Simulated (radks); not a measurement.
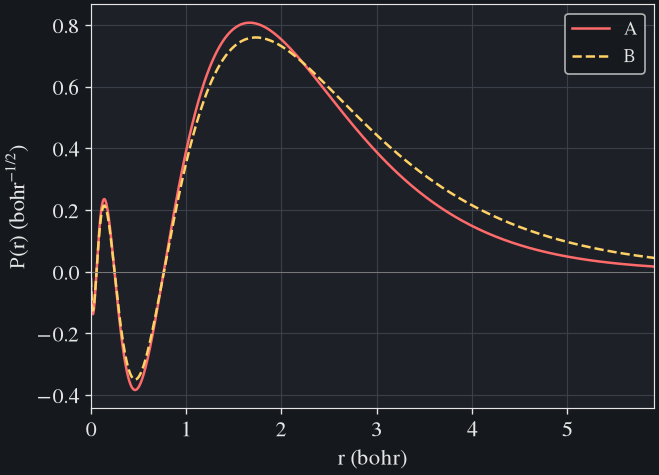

Two charge states of germanium were computed: Ge in [Ar] 3d10 4s2 4p2 (4p1/2: 2); Ge²⁺ in [Ar] 3d10 4s2. The calculation used the in-house radial solver radks at this level: Dirac Kohn-Sham, BLYP, spin-unpolarised, spherical densities, point nucleus.

The plot shows P(r) = r R(r) of the 4s orbital in both runs (large components where relativistic).

Q: Which curve belongs to which run?

Answer: A is Ge²⁺ in [Ar] 3d10 4s2 (⟨r⟩ = 1.94 bohr, eigenvalue −29.3 eV); B is Ge in [Ar] 3d10 4s2 4p2 (4p1/2: 2) (⟨r⟩ = 2.11 bohr, eigenvalue −11.6 eV). Fewer electrons screen less, so the orbital shrinks.
